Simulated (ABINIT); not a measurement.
# Quasiparticle gap of Cs2AgSbBr6 (Fm-3m) in ABINIT, part 3 of 3

Wanted: ground state, empty states, screening and self-energy for Cs2AgSbBr6 (Fm-3m).

ABINIT 10.8.3; PBEsol and many-body steps on it, plane waves. Known limits of the many-body steps: not at the basis limit; d shell near the gap, gap tends to lie low; no spin-orbit coupling; coarse k mesh.

So far. Step 4 (Empty states on the mesh, 2×2×2 mesh, 250 bands): On this mesh the gap is 0.812 eV. Step 5 (Screening, 2×2×2 mesh, 228 bands, screening to 81.6 eV): Local fields lower ε∞ by 15 %. On a Γ-centred mesh this coarse the value itself is usually too large, while a short band sum pulls it down.

**6. Self-energy, 2×2×2 mesh, 228 bands, screening to 81.6 eV**

The self-energy is evaluated for the states that the input lists, and the levels follow from it, in one-shot runs by the linearised quasiparticle equation.

This step: G0W0 on PBEsol, plane waves, norm-conserving pseudopotentials.

The input, run.abi:

```
acell 3*1.0 Angstrom
rprim 
  0.000000000000 5.689253000000 5.689253000000
  5.689253000000 0.000000000000 5.689253000000
  5.689253000000 5.689253000000 0.000000000000
ntypat 4
znucl 55 47 51 35
natom 10
typat 1 1 2 3 4 4 4 4 4 4
xred 
  0.750000000000 0.750000000000 0.750000000000
  0.250000000000 0.250000000000 0.250000000000
  0.500000000000 0.500000000000 0.500000000000
  0.000000000000 0.000000000000 0.000000000000
  0.751554000000 0.248446000000 0.248446000000
  0.248446000000 0.248446000000 0.751554000000
  0.248446000000 0.751554000000 0.751554000000
  0.248446000000 0.751554000000 0.248446000000
  0.751554000000 0.248446000000 0.751554000000
  0.751554000000 0.751554000000 0.248446000000
pp_dirpath "pseudos"
pseudos "Cs.upf, Ag.upf, Sb.upf, Br.upf"
ecut 40
ngkpt 2 2 2
nshiftk 1
shiftk 0 0 0
kptopt 1
chksymbreak 0
istwfk *1
occopt 1
irdwfk 1
optdriver 4
nband 228
gwcalctyp 0
ecutsigx 40
symsigma 1
nkptgw 3
kptgw 
  0.5000000000 0.5000000000 0.0000000000
  0.5000000000 0.0000000000 0.0000000000
  0.0000000000 0.0000000000 0.0000000000
bdgw 
  80 83
  79 84
  80 84
ecuteps 3
irdscr 1
ppmodel 1
indata_prefix "in"
outdata_prefix "out"
tmpdata_prefix "tmp"
```

Started as:

```sh
> OMP_NUM_THREADS=1 mpirun -n 4 abinit run.abi > log
```

Numbers of over 12 decimals in the logs are rounded to 6 here.

Log:

```text
.Version 10.8.3 of ABINIT. v10.8.2 released Aug 2026.

 Symmetries : space group Fm -3 m (#225); Bravais cF (face-center cubic)
[... echo of the input left out ...]
== DATASET  1 ==================================================================
-   mpi_nproc: 4, omp_nthreads: 1 (-1 if OMP is not activated)

--- !DatasetInfo
iteration_state: {dtset: 1, }
dimensions: {natom: 10, nkpt: 3, mband: 228, nsppol: 1, nspinor: 1, nspden: 1, mpw: 30155, }
cutoff_energies: {ecut:  40.0, pawecutdg:  -1.0, }
electrons: {nelect:   1.62000000E+02, charge:   0.00000000E+00, occopt:   1.00000000E+00, tsmear:   1.00000000E-02, }

 SIGMA: Calculation of the GW corrections

 Based on a program developped by R.W. Godby, V. Olevano, G. Onida, and L. Reining.
 Incorporated in ABINIT by V. Olevano, G.-M. Rignanese, and M. Torrent.
.Using double precision arithmetic ; gwpc =  8

[... cell and pseudopotentials left out ...]
--------------------------------------------------------------------------------

 ==== K-mesh for the wavefunctions ====
 Number of points in the irreducible wedge :     3
[... list of points left out ...]
 Together with 48 symmetry operations and time-reversal symmetry
 yields     8 points in the full Brillouin Zone.

 ==== Q-mesh for screening function ====
 Number of points in the irreducible wedge :     3
[... list of points left out ...]
 Together with 48 symmetry operations and time-reversal symmetry
 yields     8 points in the full Brillouin Zone.

 vcoul_init : cutoff-mode = AUXILIARY_FUNCTION
 q-points for optical limit:   1
     1)      0.000010    0.000020    0.000030
 setmesh: FFT mesh size selected  =    90x   90x   90
          total number of points  =       729000

 Number of electrons calculated from density =  162.0000; Expected =  162.0000
 average of density, n =  0.065181
 r_s =    1.5415
 omega_plasma =   24.6273 [eV]

 === KS Band Gaps ===
  >>>> For spin  1
   Minimum direct gap =   1.9811 [eV], located at k-point      :   0.5000  0.0000  0.0000
   Fundamental gap    =   0.8120 [eV], Top of valence bands at :   0.5000  0.5000  0.0000
                                       Bottom of conduction at :   0.5000  0.0000  0.0000
 SIGMA fundamental parameters:
 PLASMON POLE MODEL  1
 number of plane-waves for SigmaX                30155
 number of plane-waves for SigmaC and W            609
 number of plane-waves for wavefunctions         30155
 number of bands                                   228
 number of independent spin polarizations            1
 number of spinorial components                      1
 number of k-points in IBZ                           3
 number of q-points in IBZ                           3
 number of symmetry operations                      48
 number of k-points in BZ                            8
 number of q-points in BZ                            8
 number of frequencies for dSigma/dE                 9
 frequency step for dSigma/dE [eV]                0.25
 number of omega for Sigma on real axis              0
 max omega for Sigma on real axis  [eV]           0.00
 zcut for avoiding poles [eV]                     0.10

 EPSILON^-1 parameters (SCR file):
 dimension of the eps^-1 matrix on file            609
 dimension of the eps^-1 matrix used               609
 number of plane-waves for wavefunctions         30155
 number of bands                                   228
 number of q-points in IBZ                           3
 number of frequencies                               2
 number of real frequencies                          1
 number of imag frequencies                          1

 matrix elements of self-energy operator (all in [eV])

 Perturbative Calculation

--- !SelfEnergy_ee
iteration_state: {dtset: 1, }
kpoint     : [   0.500,    0.500,    0.000, ]
spin       : 1
KS_gap     :    2.314
QP_gap     :    3.765
Delta_QP_KS:    1.451
data: !SigmaeeData |
     Band     E0 <VxcDFT>   SigX SigC(E0)      Z dSigC/dE  Sig(E)    E-E0       E
       80   1.001 -19.461 -23.997   3.698   0.774  -0.291 -20.110  -0.649   0.352
       81   1.963 -18.089 -21.343   2.640   0.791  -0.265 -18.575  -0.486   1.477
       82   4.278 -13.163  -9.561  -2.395   0.800  -0.250 -12.198   0.965   5.243
       83   4.278 -13.163  -9.561  -2.395   0.800  -0.250 -12.198   0.965   5.243

--- !SelfEnergy_ee
iteration_state: {dtset: 1, }
kpoint     : [   0.500,    0.000,    0.000, ]
spin       : 1
KS_gap     :    1.981
QP_gap     :    3.635
Delta_QP_KS:    1.654
data: !SigmaeeData |
     Band     E0 <VxcDFT>   SigX SigC(E0)      Z dSigC/dE  Sig(E)    E-E0       E
       79   0.599 -16.308 -20.991   3.442   0.780  -0.282 -17.277  -0.969  -0.369
       80   0.599 -16.308 -20.991   3.442   0.780  -0.282 -17.277  -0.969  -0.369
       81   0.794 -14.709 -17.561   2.147   0.794  -0.260 -15.269  -0.560   0.234
       82   2.775 -12.422  -8.677  -2.393   0.809  -0.236 -11.328   1.094   3.870
       83   5.107 -14.889 -11.603  -2.205   0.790  -0.265 -14.035   0.855   5.962
       84   5.107 -14.889 -11.603  -2.205   0.790  -0.265 -14.035   0.855   5.962

--- !SelfEnergy_ee
iteration_state: {dtset: 1, }
kpoint     : [   0.000,    0.000,    0.000, ]
spin       : 1
KS_gap     :    2.843
QP_gap     :    4.457
Delta_QP_KS:    1.614
data: !SigmaeeData |
     Band     E0 <VxcDFT>   SigX SigC(E0)      Z dSigC/dE  Sig(E)    E-E0       E
       80   1.006 -19.460 -23.992   3.693   0.774  -0.291 -20.110  -0.650   0.357
       81   1.006 -19.460 -23.992   3.693   0.774  -0.291 -20.110  -0.650   0.357
       82   3.850 -12.395  -8.791  -2.409   0.806  -0.240 -11.431   0.964   4.814
       83   3.850 -12.395  -8.791  -2.409   0.806  -0.240 -11.431   0.964   4.814
       84   3.850 -12.395  -8.791  -2.409   0.806  -0.240 -11.431   0.964   4.814

 New Fermi energy :        9.825509E-02 Ha ,    2.673657E+00 eV

 === QP Band Gaps ===
  >>>> For spin  1
   Minimum direct gap =   3.6355 [eV], located at k-point      :   0.5000  0.0000  0.0000
   Fundamental gap    =   2.3924 [eV], Top of valence bands at :   0.5000  0.5000  0.0000
                                       Bottom of conduction at :   0.5000  0.0000  0.0000

== END DATASET(S) ==============================================================
================================================================================

 -outvars: echo values of variables after computation  --------
           etotal      0.0000000000E+00
            nband         228
             nkpt           3
          spgroup         225
 [... the other variables as echoed above ...]

 Calculation completed.
```

Run time: 73 s. Hardware: 4 MPI ranks of Arm Neoverse V2, shared host; peak memory 5.8 GiB; 4.8 min of CPU time.

This step gave:

```
G0W0 gap on the points computed              : 2.393 eV
starting gap on the mesh                     : 0.8123 eV
k of the valence top                         : 0.5, 0.5, 0
k of the conduction bottom                   : 0.5, 0, 0
Z at the valence top                         : 0.791
Z at the conduction bottom                   : 0.809
least direct G0W0 gap on the computed points : 3.636 eV
```

The gap on the mesh goes from 0.81 eV to 2.39 eV, a correction of +1.58 eV.

Limits: finite bands, cutoff and mesh; d shell near the gap, gap tends to lie low; no spin-orbit coupling; coarse k mesh. v1 is the top filled band, c1 the lowest empty one. Levels before and after the correction, in eV, zero at the valence-band top of each column:

```csv
,conduction bottom,valence top
Kohn-Sham,0.81,0.00
G0W0,2.39,0.00
```

```csv
,level,energy (eV)
Kohn-Sham,(0.5 0.5 0) v2,-0.962
Kohn-Sham,(0.5 0.5 0) v1,0.000
Kohn-Sham,(0.5 0.5 0) c1-c2,2.314
Kohn-Sham,(0.5 0 0) v3-v2,-1.364
Kohn-Sham,(0.5 0 0) v1,-1.169
Kohn-Sham,(0.5 0 0) c1,0.812
Kohn-Sham,(0.5 0 0) c2-c3,3.144
G0W0,(0.5 0.5 0) v2,-1.125
G0W0,(0.5 0.5 0) v1,0.000
G0W0,(0.5 0.5 0) c1-c2,3.766
G0W0,(0.5 0 0) v3-v2,-1.846
G0W0,(0.5 0 0) v1,-1.243
G0W0,(0.5 0 0) c1,2.393
G0W0,(0.5 0 0) c2-c3,4.485
```

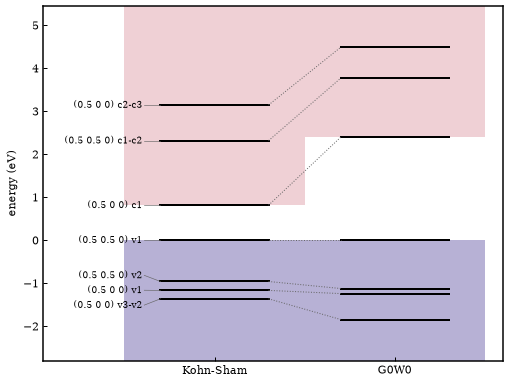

Levels before and after the correction. Shaded: valence and conduction bands.

**7. Where the time went**

Times are wall times on the hardware named with each run, good to a factor of about two.

```csv
step,time,share,memory (GiB)
ground state,10 min,26 %,1.5
bands along the symmetry lines,11 min,28 %,1.5
empty states on the mesh,8.8 min,22 %,0.92
screening,8.1 min,20 %,8.4
self-energy,73 s,3 %,5.8
```

**8. Summary of results**

```
PBEsol gap           : 0.81 eV, indirect
G0W0 gap on the mesh : 2.39 eV
GW settings          : 2×2×2 mesh, 228 bands, screening to 81.6 eV, Godby-Needs plasmon pole
known limits         : not at the basis limit; d shell near the gap, gap tends to lie low; no spin-orbit coupling; coarse k mesh
```

In words: G0W0 moves the gap on the mesh from 0.81 eV to 2.39 eV (+1.58 eV), with Z of 0.79 and 0.81 at the edges. Local fields lower the RPA ε∞ on this mesh from 7.80 to 6.61; a Γ-centred mesh this coarse tends to raise both, most where the direct gap is narrow, while a short band sum lowers them. Against experiment, by G0W0@PBEsol: the gap of 2.39 eV lies +0.21 eV from the measured 2.18 eV (indirect, 2020). The calculation has static nuclei and no excitons; a measured gap holds zero-point and thermal motion, which mostly lowers it. Bands and cutoff are finite, so the gap is not at the basis limit. The miss can reach some tenths of an eV and take either sign; the mesh is an error of its own. The 2×2×2 mesh is coarse for this cell, which bears on the long-range parts of exchange and screening. A d shell, filled or nearly so, lies near the gap. One-shot GW converges very slowly in bands there, not always from below, and on a semilocal start the gap tends to come out low; starts rich in exact exchange can overshoot instead. The many-body steps are scalar-relativistic: spin-orbit coupling is not in them.

[Paths, hosts, dates, memory and timing lines, banners, echoed tables and standing remarks are left out of the program output.]

[Logs are printed without paths, hosts, clocks, repeated set-up lines and the standing remarks that a program may print on its own settings, such as how far it seeks lower states.]

[Runs of the session that timed out or met a known fault of the program may be left out.]

[Hosts, paths, dates, database ids (printed as entryN), source tags and the programs' standing remarks are cut or masked in the printed files.]

[G0W0 gaps are taken among the corrected bands and points alone; a level outside them can change the order at an edge.]

[Where Ansatz stands beside ABINIT at settings called matched, ABINIT's density can come from a denser mesh and the files from another edition; pairs whose starting gaps differed by over 0.03 eV were left out, so agreement reads better than it is.]
